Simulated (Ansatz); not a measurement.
## Fields on a plane of Al2Cu (Al2Cu type, space group I4/mcm)

```yaml
crystal:
  lattice:
    - [-3.02975, 3.02975, 2.43725]
    - [3.02975, -3.02975, 2.43725]
    - [3.02975, 3.02975, -2.43725]
  atoms:
    - { symbol: Al, position: [0.15828, 0.65828, 0.81655] }
    - { symbol: Al, position: [0.34172, 0.15828, 0.50000] }
    - { symbol: Al, position: [0.65828, 0.84172, 0.50000] }
    - { symbol: Al, position: [0.84172, 0.34172, 0.18345] }
    - { symbol: Cu, position: [0.75000, 0.75000, 0.00000] }
    - { symbol: Cu, position: [0.25000, 0.25000, 0.00000] }
```

The slice is a (100) plane (indices of the conventional cell) through the point (0.250, 0.250, 0.000) (fractional), spanned by u = [110] and v = [101] in vectors of this cell: u (4.87 Å) and v (6.06 Å, at 90° to u). It covers one period; positions are fractions (u, v).

Atoms on it: Cu at (0.50, 0.00); Cu at (0.00, 0.00). Other atoms lie within 1 Å of the plane.

The numbers are results of PBE (plane waves to 420 eV, PAW, scalar-relativistic; Ansatz, a quantum-chemistry and plane-wave program), not measurements. k mesh 12×12×12. Near the nuclei the fields are pseudised (PAW); where an atom keeps semicore shells as valence, they peak there. Al2Cu is run without spin polarisation. Al2Cu was relaxed with its symmetry unable to fall.

```
|xxxxxx==xxxxxxxxxxx==xxxxx|
|xxxxx:++:xxxxxxxxx:++:xxxx|
|xxxxx+##+xxxxxxxxx+##+xxxx|
|xxxx=*##*=xxxxxxx=*##*=xxx|
|xx:+*#%%#*=:xxx:+*#%%#*=:x|
|+***######***+***######***|
|%###*++++*###%###*++++*###|
|%%#*+----+*#%%%#*+----+*#%|
|%%#+-.  .-+#%%%#+-.  .-+#%|
|%#*=: xx :=*#%#*=: xx :=*#|
|%#*=.xxxx.=*#%#*=.xxxx.=*#|
|%%*=: xx :=*%%%*=: xx :=*%|
|%%#+-.  .-+#%%%#+-.  .-+#%|
|@@%*+----+*%@@@%*+----+*%@|
|@@%#*+==+*#%@@@%#*+==+*#%@|
|@@@%*++++*%@@@@@%*++++*%@@|
|@@%#*+==+*#%@@@%#*+==+*#%@|
|@@%*+----+*%@@@%*+----+*%@|
|%%#+-.  .-+#%%%#+-.  .-+#%|
|%%*=: xx :=*%%%*=: xx :=*%|
|%#*=.xxxx.=*#%#*=.xxxx.=*#|
|%#*=: xx :=*#%#*=: xx :=*#|
|%%#+-.  .-+#%%%#+-.  .-+#%|
|%%#*+----+*#%%%#*+----+*#%|
|%###*++++*###%###*++++*###|
|+***######***+***######***|
|xx:=*#%%#*+:xxx:=*#%%#*+:x|
|xxxx=*##*=xxxxxxx=*##*=xxx|
|xxxxx+##+xxxxxxxxx+##+xxxx|
|xxxxx:++:xxxxxxxxx:++:xxxx|
|xxxxxx==xxxxxxxxxxx==xxxxx|
|xxxxxx==xxxxxxxxxxx==xxxxx|
```
Scale: ten equal steps from -1.00 (start of ' ') to 7.77 (end of '@'), in the order ' .:-=+*#%@'. Values: electrostatic potential energy of an electron, from the cell's mean, in eV. The map has 26 points along u (one character each, u = 0 at the left) and 32 along v (v = 0 in the bottom row). Points within 1 Å of a nucleus are blanked (x), as the pseudised field means little there. Values under -1 eV are set to -1. The zero, the cell's mean, hangs on the PAW cores.

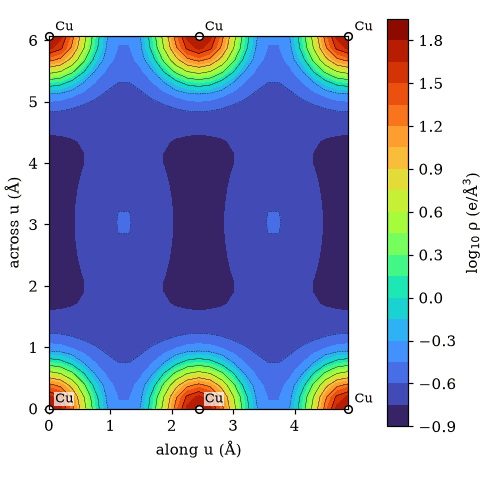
Figure: Log₁₀ of the valence density in e/Å³, one period of the plane, atoms marked. The scale is logarithmic, as a density can span decades between atoms and voids.

| Property | Value |
|---|---|
| Density on the Cu–Cu line (2.44 Å) at its midpoint | 0.35 e/Å³ |
| ELF at that point | 0.2 |
